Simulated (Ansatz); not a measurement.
# quartet Si2NH5F at 6 levels

We compute a comparison of 6 runs (UHF/STO-3G, UHF/def2-SVP, U-revPBE/def2-SVP, UB3LYP/def2-SVP, UBLYP/def2-SVP, UPBE/def2-SVP) of quartet Si2NH5F. 

The calculation is run with Ansatz 0.2.0.

65 further runs of the same task are left out: 65 set aside as unsound or not needed.

**1. The structure to begin with**

Si2NH5F: 9 atoms, total charge 0, spin state quartet. SMILES of the parent species: `N[Si](F)[SiH3]`. Geometry: relaxed at PBE0-D4/def2-TZVP. This is one conformer, not always the lowest. That shape belongs to the parent species and isn't relaxed for this state.

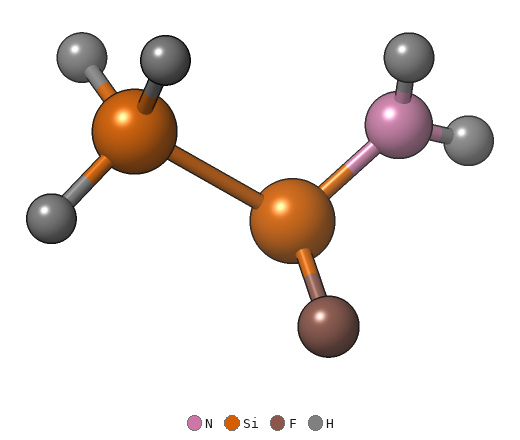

Viewed from a chosen angle; nitrogen pink, silicon orange, fluorine brown, hydrogen grey.

**2. The energy at UHF/STO-3G (run 1)**

The input, run.yaml:

```yaml
basis:
  gaussian: {orbitals: STO-3G}
crystal:
  periodic: [false, false, false]
  atoms:
    - symbol: "N"
      position_ang: [-0.977000, 1.372900, -0.683600]
    - symbol: Si
      position_ang: [-0.847900, -0.322400, -0.578100]
    - symbol: F
      position_ang: [-0.495500, -1.010700, -1.997200]
    - symbol: Si
      position_ang: [0.823900, -0.883000, 0.969100]
    - symbol: H
      position_ang: [-1.742300, 1.833700, -1.147400]
    - symbol: H
      position_ang: [-0.198200, 1.993200, -0.528800]
    - symbol: H
      position_ang: [1.132000, -2.331800, 0.856500]
    - symbol: H
      position_ang: [2.078500, -0.103500, 0.756900]
    - symbol: H
      position_ang: [0.315000, -0.594800, 2.335600]
magnetization: {spin_polarized: true, initial_magnetization: 3}
hamiltonian: {xc: hf}
accuracy: high
output: {orbitals: {seedname: orbitals}}
```

Started as:

```
$ ansatz run run.yaml --threads 1 --pin off --max-ram 3480MiB --events-out events.jsonl --progress --plain --runs-dir runs
```

Standard output:

```text
Warning: RAYON_NUM_THREADS=1 ignored (pool sized by the plan → 1); use --threads N
Functional definition: HF
  name "HF"
  exchange = exact_x
  correlation = 0
663 factors; integrals over basis functions are off by at most 2.1e-8 eV
mean field evaluation 1: about -19739.5324 eV, gradient 1.4e1 eV
mean field evaluation 2: about -19739.6937 eV, gradient 1.4e1 eV
mean field evaluation 4: about -19742.2600 eV, gradient 2.6e0 eV
mean field evaluation 8: about -19742.6594 eV, gradient 4.7e-1 eV
mean field evaluation 16: about -19742.7259 eV, gradient 3.6e-4 eV
mean field evaluation 32: about -19741.8909 eV, gradient 2.0e0 eV
mean field evaluation 64: about -19742.7636 eV, gradient 8.2e-5 eV
mean field evaluation 96: about -19737.2841 eV, gradient 4.7e0 eV
mean field evaluation 128: about -19742.2670 eV, gradient 2.8e0 eV
mean field evaluation 160: about -19742.2981 eV, gradient 1.4e0 eV
mean field evaluation 192: about -19733.2270 eV, gradient 1.2e1 eV
mean field -19742.76359991 eV, -725.5331801710 hartree, gradient 1.6e-8 eV, S^2 3.761913; 8 other end points of the search recorded, 0 dependent functions left out
reference -19742.76359991 eV, -725.5331801710 hartree; 26, 23 occupied and 7, 10 virtual orbitals, 663 factors
Total energy: -19742.76359991 eV, -725.5331801710 hartree
```

Wall time 1.9 s (1 thread of Arm Neoverse V2, shared host); peak memory 0.095 GiB.

**3. A single-point energy at UHF/def2-SVP (run 2)**

The input, molecule.yaml:

```yaml
crystal:
  periodic: [false, false, false]
  atoms:
    - {symbol: "N", position_ang: [-0.977000, 1.372900, -0.683600]}
    - {symbol: Si, position_ang: [-0.847900, -0.322400, -0.578100]}
    - {symbol: F, position_ang: [-0.495500, -1.010700, -1.997200]}
    - {symbol: Si, position_ang: [0.823900, -0.883000, 0.969100]}
    - {symbol: H, position_ang: [-1.742300, 1.833700, -1.147400]}
    - {symbol: H, position_ang: [-0.198200, 1.993200, -0.528800]}
    - {symbol: H, position_ang: [1.132000, -2.331800, 0.856500]}
    - {symbol: H, position_ang: [2.078500, -0.103500, 0.756900]}
    - {symbol: H, position_ang: [0.315000, -0.594800, 2.335600]}
basis:
  gaussian: {orbitals: def2-SVP}
total_charge: 0
magnetization: {spin_polarized: true, initial_magnetization: 3}
hamiltonian: {xc: hf}
accuracy: high
output: {orbitals: {seedname: orbitals}}
```

Started as:

```
$ ansatz run molecule.yaml --threads 1 --pin off --max-ram 3480MiB --events-out events.jsonl --progress --plain --runs-dir runs
```

Standard output (excerpt; [...] marks lines left out):

```text
Warning: RAYON_NUM_THREADS=1 ignored (pool sized by the plan → 1); use --threads N
[... 2 set-up lines as earlier in the session ...]
[...]
1922 factors; integrals over basis functions are off by at most 3.4e-9 eV
[...]
mean field -19977.74957072 eV, -734.1687553191 hartree, gradient 2.1e-8 eV, S^2 3.761612; 5 other end points of the search recorded, 0 dependent functions left out
reference -19977.74957072 eV, -734.1687553191 hartree; 26, 23 occupied and 63, 66 virtual orbitals, 1922 factors
Total energy: -19977.74957072 eV, -734.1687553191 hartree
```

Run time: 15 s. Hardware: 1 thread of Arm Neoverse V2, shared host; peak memory 0.45 GiB.

Runs 3 to 5 aren't shown in full; the table further down has their settings and results.

**4. A single-point energy at UPBE/def2-SVP (run 6)**

The input, input.yaml:

```yaml
crystal:
  periodic: [false, false, false]
  atoms:
    - symbol: N
      position_ang: [-0.977000, 1.372900, -0.683600]
    - symbol: Si
      position_ang: [-0.847900, -0.322400, -0.578100]
    - symbol: F
      position_ang: [-0.495500, -1.010700, -1.997200]
    - symbol: Si
      position_ang: [0.823900, -0.883000, 0.969100]
    - symbol: H
      position_ang: [-1.742300, 1.833700, -1.147400]
    - symbol: H
      position_ang: [-0.198200, 1.993200, -0.528800]
    - symbol: H
      position_ang: [1.132000, -2.331800, 0.856500]
    - symbol: H
      position_ang: [2.078500, -0.103500, 0.756900]
    - symbol: H
      position_ang: [0.315000, -0.594800, 2.335600]
basis:
  gaussian:
    orbitals: def2-SVP
magnetization:
  spin_polarized: true
  initial_magnetization: 3
hamiltonian:
  xc: {name: PBE}
accuracy: high
output: {orbitals: {seedname: orbitals}}
```

Started as:

```
$ ansatz run input.yaml --threads 1 --pin off --max-ram 3480MiB --events-out events.jsonl --progress --plain --runs-dir runs
```

Standard output:

```text
Warning: RAYON_NUM_THREADS=1 ignored (pool sized by the plan → 1); use --threads N
Functional definition: PBE
  name "PBE"
  parameter kappa = 0.804
  parameter beta = 0.06672455060314922
  exchange = pbe_x(kappa = kappa, mu = beta*pi^2/3)
  correlation = pbe_c(beta = beta)
1922 factors; integrals over basis functions are off by at most 3.4e-9 eV
mean field evaluation 1: about -20007.8925 eV, gradient 4.6e1 eV
mean field evaluation 2: about -19960.9527 eV, gradient 9.4e1 eV
mean field evaluation 4: about -20010.7444 eV, gradient 2.7e1 eV
mean field evaluation 8: about -20017.1353 eV, gradient 5.9e-1 eV
mean field evaluation 16: about -20017.1343 eV, gradient 5.1e-2 eV
mean field evaluation 32: about -20017.1344 eV, gradient 6.3e-8 eV
mean field evaluation 64: about -20015.0669 eV, gradient 5.2e0 eV
mean field -20017.13436626 eV, -735.6161198590 hartree, gradient 6.4e-8 eV, S^2 3.753925; 8 other end points of the search recorded, 0 dependent functions left out
reference -20017.13437016 eV, -735.6161200024 hartree; 26, 23 occupied and 63, 66 virtual orbitals, 1922 factors
Total energy: -20017.13437016 eV, -735.6161200024 hartree
```

Run time: 24 s. Hardware: 1 thread of Arm Neoverse V2, shared host; peak memory 0.29 GiB.

**5. All runs side by side**

| run | level | energy (Eh) | ⟨S²⟩ | wall time |
| --- | --- | --- | --- | --- |
| 1 | UHF/STO-3G | -725.533180 | 3.762 | 1.9 s |
| 2 | UHF/def2-SVP | -734.168755 | 3.762 | 15 s |
| 3 | U-revPBE/def2-SVP | -735.909644 | 3.754 | 25 s |
| 4 | UB3LYP/def2-SVP | -736.113015 | 3.756 | 32 s |
| 5 | UBLYP/def2-SVP | -736.036862 | 3.754 | 23 s |
| 6 | UPBE/def2-SVP | -735.616120 | 3.754 | 24 s |

**6. Results**

| quantity | value |
| --- | --- |
| run 6: total energy | -735.61612 Eh |
| run 6: HOMO energy (highest over α and β) | -1.28 eV |
| run 6: ⟨S²⟩ | 3.754 |

Totals of different functionals can't be ranked against each other. In run 1 the basis is minimal, so the values are rough. All runs together took 2 min, the longest 32 s.
